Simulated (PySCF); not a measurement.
# C3H3F2 (SMILES C=[C]C(F)F): UMP2/def2-TZVP

What is the vertical ionisation energy of C3H3F2 at UMP2/def2-TZVP? Input form: a Python script.

Program for the calculation: PySCF 2.14.0.

**1. The molecule**

C3H3F2: 8 atoms, total charge 0, spin state doublet. SMILES: `C=[C]C(F)F`. The coordinates come from a GFN2-xTB relaxation. This is one conformer, not always the lowest.

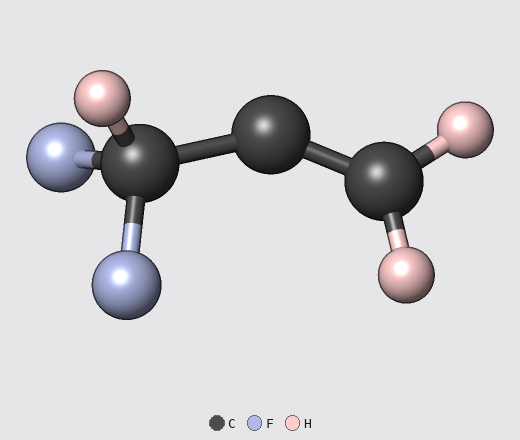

The structure, seen from a chosen angle (carbon dark grey, fluorine light blue, hydrogen pink).

**2. The energy at UMP2/def2-TZVP**

Input file job.py:

```python
from pyscf import gto, scf, mp

system = gto.M(
    atom='''
C     -0.449670     0.693650     1.227830
C     -0.292540    -0.288480     0.408220
C      0.330540    -0.636110    -0.863490
F     -0.573020    -1.112830    -1.755500
F      0.905120     0.457160    -1.474960
H     -0.043210     1.692870     1.058540
H     -1.001550     0.588290     2.150130
H      1.124330    -1.394550    -0.750760
''',
    basis='def2-tzvp',
    max_memory=1860,
    spin=1,
    verbose=3,
    charge=0,
)

mf = scf.UHF(system)
mf.conv_tol = 1e-10
mf.kernel()
if not mf.converged:
    mf = mf.newton().run(mf.mo_coeff, mf.mo_occ)

pt = mp.MP2(mf, frozen=5).run()
etot = pt.e_tot
print('E = %.10f Eh' % etot)
```

The run is started by

```bash
$ OMP_NUM_THREADS=1 python job.py
```

Log:

```text
converged SCF energy = -314.271216808071  <S^2> = 0.92007168  2S+1 = 2.163397
E(UMP2) = -315.194246862227  E_corr = -0.923030054156523
E(SCS-UMP2) = -315.174185371696  E_corr = -0.902968563624722
E = -315.1942468622 Eh
```

Wall time 66 s (1 thread of Arm Neoverse V1, shared host); peak memory 1.8 GiB.

**3. The singlet cation at the same level**

Input file calc.py:

```python
from pyscf import gto, mp

mol = gto.M(
    atom='''
C     -0.449670     0.693650     1.227830
C     -0.292540    -0.288480     0.408220
C      0.330540    -0.636110    -0.863490
F     -0.573020    -1.112830    -1.755500
F      0.905120     0.457160    -1.474960
H     -0.043210     1.692870     1.058540
H     -1.001550     0.588290     2.150130
H      1.124330    -1.394550    -0.750760
''',
    verbose=3,
    max_memory=1860,
    basis='def2-tzvp',
    charge=1,
    spin=0,
)

mf = mol.RHF()
mf.conv_tol = 1e-10
mf.kernel()
if not mf.converged:
    mf = mf.newton().run(mf.mo_coeff, mf.mo_occ)

pt = mp.MP2(mf, frozen=5).run()
e_tot = pt.e_tot
print('Final energy', e_tot)
```

The run is started by

```bash
$ OMP_NUM_THREADS=1 python calc.py
```

Log:

```text
converged SCF energy = -313.911449612448
E(RMP2) = -314.836248875669  E_corr = -0.92479926322086
E(SCS-RMP2) = -314.821371068741  E_corr = -0.909921456292601
Final energy -314.8362488756692
```

Run time: 20 s. Hardware: 1 thread of Arm Neoverse V1, shared host; peak memory 1.2 GiB.

**4. What came out**

Level: UMP2/def2-TZVP, 5 core orbitals frozen.

| quantity | value |
| --- | --- |
| doublet C3H3F2: total energy | -315.19425 Eh |
| doublet C3H3F2: dipole moment (Hartree–Fock density) | 2.33 D |
| doublet C3H3F2: HOMO energy (Hartree–Fock orbitals) (highest over α and β) | -11.48 eV |
| doublet C3H3F2: LUMO energy (Hartree–Fock orbitals) (lowest over α and β) | 2.23 eV |
| doublet C3H3F2: correlation energy (5 core orbitals frozen) | -923.0 mEh |
| doublet C3H3F2: ⟨S²⟩ of the reference determinant | 0.920 |
| singlet cation: total energy | -314.83625 Eh |
| singlet cation: HOMO energy (Hartree–Fock orbitals) | -19.54 eV |
| singlet cation: LUMO energy (Hartree–Fock orbitals) | -7.78 eV |
| singlet cation: HOMO–LUMO gap (Hartree–Fock orbitals) | 11.76 eV |
| singlet cation: correlation energy (5 core orbitals frozen) | -924.8 mEh |
| vertical ionisation energy (to the singlet cation) | 9.742 eV |

**Reading.** Removing an electron at fixed nuclei costs 9.74 eV (940 kJ/mol). Only the singlet of the ionised species was computed; a triplet could lie lower. ⟨S²⟩ (doublet C3H3F2) is 0.92 where a pure doublet has 0.75: the reference is spin-contaminated. Mulliken charges (doublet C3H3F2) of the mean-field density run from -0.28 on F5 to +0.50 on C3.
